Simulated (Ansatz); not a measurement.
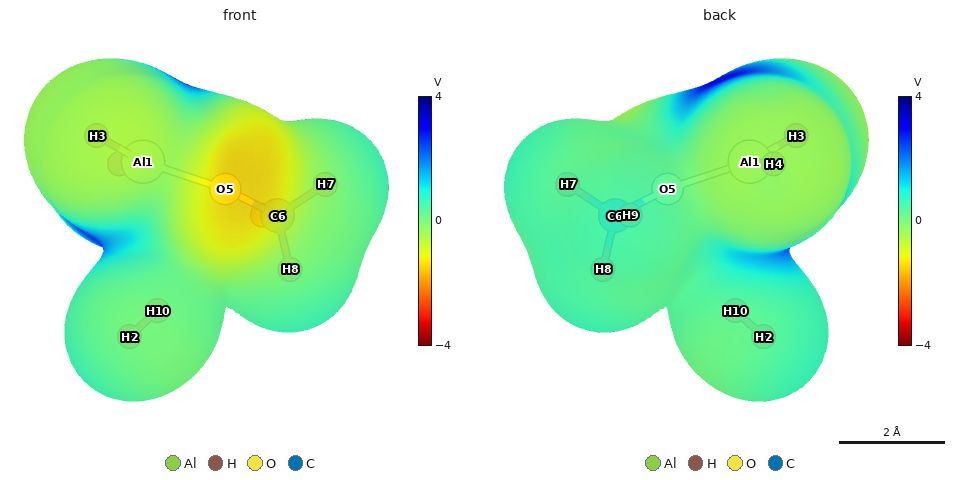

CH₅AlO···H₂. The electrostatic potential painted on the density surface at 0.002 e/bohr³, seen from the front and from behind; the colour scale runs from red (negative) to blue (positive).

Computed with RKS PBE0-D4/6-31G* (Ansatz 0.2.0).

Input

```
crystal:
  periodic: [false, false, false]
  atoms:
    - { symbol: Al, position_ang: [0.188939, -0.399832, -0.490869] }
    - { symbol: H, position_ang: [-0.293855, -0.277208, 2.225996] }
    - { symbol: H, position_ang: [1.447411, 0.550953, -0.370696] }
    - { symbol: H, position_ang: [-1.220147, -0.005441, -1.11346] }
    - { symbol: O, position_ang: [0.408671, -2.044928, 0.065469] }
    - { symbol: C, position_ang: [-0.572329, -3.049199, 0.059627] }
    - { symbol: H, position_ang: [-0.11796, -4.008339, -0.221125] }
    - { symbol: H, position_ang: [-1.011986, -3.165745, 1.063871] }
    - { symbol: H, position_ang: [-1.396057, -2.845506, -0.646472] }
    - { symbol: H, position_ang: [-0.066986, -0.852854, 1.872161] }
basis:
  gaussian: { orbitals: "6-31G*" }
hamiltonian:
  xc: pbe0
  dispersion: d4
relax:
  f_tol: 0.03
  max_steps: 50
output:
  orbitals: {}
```

Command:

```sh
ansatz run input.yaml --threads 1 --pin off --max-ram 2048MiB --backend cpu --events-out ev --progress --plain --runs-dir out
```

The fields are those of the run's last geometry, not of the input's.

> Where is the surface potential most negative and most positive?

The most negative region (about −1.5 V) lies over O5, the most positive (about +3.0 V) over Al1. O5 is the likeliest acceptor of a hydrogen bond.
